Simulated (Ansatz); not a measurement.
**C2H7BO (SMILES CBOC) at MP2/cc-pVDZ**

Aim: the electronic atomisation energy of C2H7BO at MP2/cc-pVDZ, from 5 runs. 

The calculation is run with Ansatz 0.2.0.

62 further runs of the same task are left out: 62 set aside as unsound or not needed. Runs told in other sessions of the task aren't counted.

## 1. The system as given

The species is C2H7BO (11 atoms), meant as a singlet with charge 0. SMILES: `CBOC`. Geometry: relaxed at PBE0-D4/def2-TZVP. This is one conformer, not always the lowest.

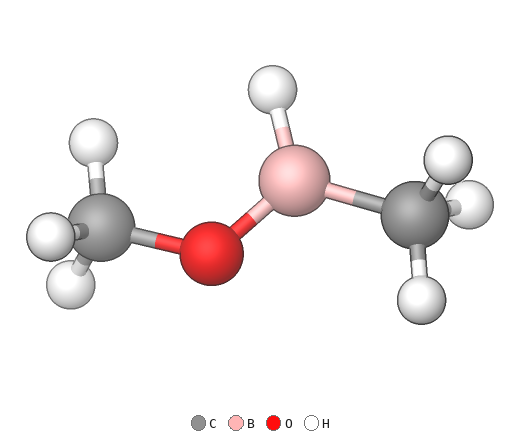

Viewed from a chosen angle; carbon grey, boron pink, oxygen red, hydrogen white.

## 2. A single-point energy at MP2/cc-pVDZ

run.yaml reads:

```yaml
crystal:
  periodic: [false, false, false]
  atoms:
    - {symbol: C, position_ang: [-1.306200, 1.341700, -0.364700]}
    - {symbol: B, position_ang: [-0.434700, 0.206700, 0.257100]}
    - {symbol: O, position_ang: [0.626600, -0.267100, -0.425200]}
    - {symbol: C, position_ang: [1.454400, -1.289700, 0.083900]}
    - {symbol: H, position_ang: [-0.966000, 1.657000, -1.352600]}
    - {symbol: H, position_ang: [-2.351400, 1.021300, -0.437600]}
    - {symbol: H, position_ang: [-1.315700, 2.214600, 0.297900]}
    - {symbol: H, position_ang: [-0.678700, -0.268200, 1.340800]}
    - {symbol: H, position_ang: [1.446400, -2.133000, -0.610100]}
    - {symbol: H, position_ang: [1.113800, -1.626100, 1.067400]}
    - {symbol: H, position_ang: [2.476800, -0.914200, 0.163700]}
basis:
  gaussian: {orbitals: cc-pVDZ}
correlation: {method: mp2, frozen_orbitals: {B: 1, C: 1, H: 0, O: 1}}
accuracy: high
```

Launch:

```bash
$ ansatz run run.yaml --threads 1 --pin off --max-ram 3480MiB --events-out events.jsonl --progress --plain --runs-dir runs
```

Log:

```text
Warning: RAYON_NUM_THREADS=1 ignored (pool sized by the plan → 1); use --threads N
Functional definition: HF
  name "HF"
  exchange = exact_x
  correlation = 0
2200 factors; integrals over basis functions are off by at most 4.8e-9 eV
mean field evaluation 1: about -4879.4330 eV, gradient 3.2e1 eV
mean field evaluation 2: about -4879.4350 eV, gradient 3.2e1 eV
mean field evaluation 4: about -4881.9742 eV, gradient 4.1e0 eV
mean field evaluation 8: about -4882.0182 eV, gradient 1.3e-4 eV
mean field -4882.01817098 eV, -179.4108586326 hartree, gradient 1.5e-8 eV, S^2 0.000000; 0 other end points of the search recorded, 0 dependent functions left out
4 core orbitals not correlated: weight in the atoms' cores, before any rotation towards them, 1.000 or more for the frozen orbitals, at most 0.000 for the correlated occupied ones
reference -4882.01817098 eV, -179.4108586326 hartree; 12, 12 occupied and 75, 75 virtual orbitals, 2200 factors
second order -15.22106818 eV of doubles, -0.00000000 eV of singles
Total energy: -4897.23923916 eV, -179.9702225711 hartree
```

Wall time 3.6 s (1 thread of Arm Neoverse V2, shared host); peak memory 0.24 GiB.

## 3. The B atom, same level

input.yaml reads:

```yaml
crystal:
  periodic: [false, false, false]
  atoms:
    - {symbol: B, position_ang: [0.000000, 0.000000, 0.000000]}
basis:
  gaussian: {orbitals: cc-pVDZ}
magnetization: {spin_polarized: true, initial_magnetization: 1}
correlation: {method: mp2, frozen_orbitals: {B: 1}}
accuracy: high
```

Run the same way, it converges to -24.56647 Eh (log not shown).

## 4. The C atom

molecule.yaml reads:

```yaml
crystal:
  periodic: [false, false, false]
  atoms:
    - {symbol: C, position_ang: [0.000000, 0.000000, 0.000000]}
basis:
  gaussian:
    orbitals: cc-pVDZ
magnetization:
  spin_polarized: true
  initial_magnetization: 2
correlation:
  method: mp2
  frozen_orbitals: {C: 1}
accuracy: high
```

Run the same way, it converges to -37.73831 Eh (log not shown).

## 5. The H atom: the energy at UHF/cc-pVDZ

molecule.yaml reads:

```yaml
crystal:
  periodic: [false, false, false]
  atoms:
    - {symbol: H, position_ang: [0.000000, 0.000000, 0.000000]}
basis:
  gaussian: {orbitals: cc-pVDZ}
total_charge: 0
magnetization: {spin_polarized: true, initial_magnetization: 1}
hamiltonian: {xc: hf}
accuracy: high
```

Run the same way, it converges to -0.49928 Eh (log not shown).

## 6. The O atom

input.yaml reads:

```yaml
crystal:
  periodic: [false, false, false]
  atoms:
    - {symbol: O, position_ang: [0.000000, 0.000000, 0.000000]}
basis:
  gaussian: {orbitals: cc-pVDZ}
magnetization: {spin_polarized: true, initial_magnetization: 2}
correlation: {method: mp2, frozen_orbitals: {O: 1}}
accuracy: high
```

Launch:

```bash
$ ansatz run input.yaml --threads 1 --pin off --max-ram 3480MiB --events-out events.jsonl --progress --plain --runs-dir runs
```

Log:

```text
Warning: RAYON_NUM_THREADS=1 ignored (pool sized by the plan → 1); use --threads N
[... 4 set-up lines as earlier in the session ...]
96 factors; integrals over basis functions are off by at most 1.3e-9 eV
mean field evaluation 1: about -2034.9853 eV, gradient 7.1e0 eV
mean field evaluation 2: about -2034.9858 eV, gradient 7.1e0 eV
mean field evaluation 4: about -2035.1955 eV, gradient 6.2e-1 eV
mean field evaluation 8: about -2035.1985 eV, gradient 5.1e-4 eV
mean field evaluation 16: about -2035.1985 eV, gradient 5.5e-3 eV
mean field evaluation 32: about -2035.1985 eV, gradient 5.7e-9 eV
mean field -2035.19851879 eV, -74.7921660583 hartree, gradient 5.7e-9 eV, S^2 2.004367; 3 other end points of the search recorded, 0 dependent functions left out
1 core orbitals not correlated: weight in the atoms' cores, before any rotation towards them, 1.000 or more for the frozen orbitals, at most 0.000 for the correlated occupied ones
reference -2035.19851879 eV, -74.7921660583 hartree; 4, 2 occupied and 9, 11 virtual orbitals, 96 factors
second order -2.77462262 eV of doubles, -0.00000000 eV of singles
Total energy: -2037.97314141 eV, -74.8941315589 hartree
```

Run time: 0.06 s. Hardware: 1 thread of Arm Neoverse V2, shared host.

## 7. Results

At MP2/cc-pVDZ, 4 core orbitals frozen:

| quantity | value |
| --- | --- |
| molecule: total energy | -179.97022 Eh |
| molecule: correlation energy (4 core orbitals frozen) | -559.4 mEh |
| B atom: total energy | -24.56647 Eh |
| B atom: correlation energy (1 core orbital frozen) | -36.5 mEh |
| B atom: ⟨S²⟩ of the reference determinant | 0.757 |
| C atom: total energy | -37.73831 Eh |
| C atom: correlation energy (1 core orbital frozen) | -51.8 mEh |
| C atom: ⟨S²⟩ of the reference determinant | 2.006 |
| H atom: total energy | -0.49928 Eh |
| H atom: ⟨S²⟩ | 0.750 |
| O atom: total energy | -74.89413 Eh |
| O atom: correlation energy (1 core orbital frozen) | -102.0 mEh |
| O atom: ⟨S²⟩ of the reference determinant | 2.004 |
| electronic atomisation energy | 41.852 eV |

In words: Taking the molecule apart into free atoms costs 41.85 eV (4038 kJ/mol), before zero-point energy and without spin-orbit coupling.
